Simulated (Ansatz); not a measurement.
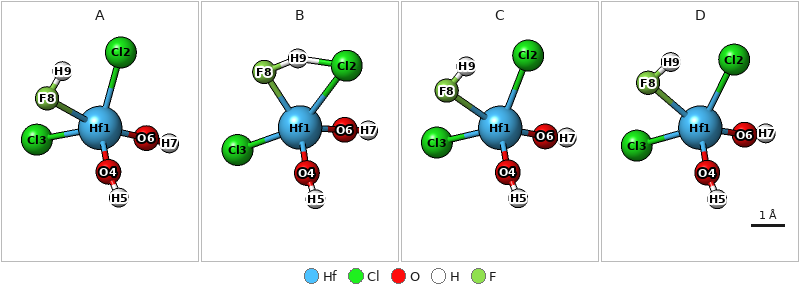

4 geometries from a converged minimum-energy path of HfH₃O₂Cl₂F, shuffled. The picture is a ball-and-stick view, seen from a free direction.

Computed with Ansatz 0.2.0, RKS B3LYP-D4/def2-SVP. Run with 7 movable images; climbing image; force threshold 0.05 eV/Å; iteration limit 60; starting path through a guess of the saddle point.

**Which frame is the top of the path?**

B. In order along the path, whose images run from 0 to 8: A (image 0, 0.000 eV), C (image 1, +0.029 eV), D (image 2, +0.092 eV), B (image 4, +0.280 eV). Breaking: F8–H9 (0.95 → 1.20 at the top → 1.91 Å), Hf1–Cl2 (2.47 → 2.73 at the top → 3.63 Å). Forming: Cl2–H9 (2.11 → 1.52 at the top → 1.30 Å).

The run took 9 min on 4 threads of Arm Neoverse V1, on a shared host, peak memory 0.34 GiB.
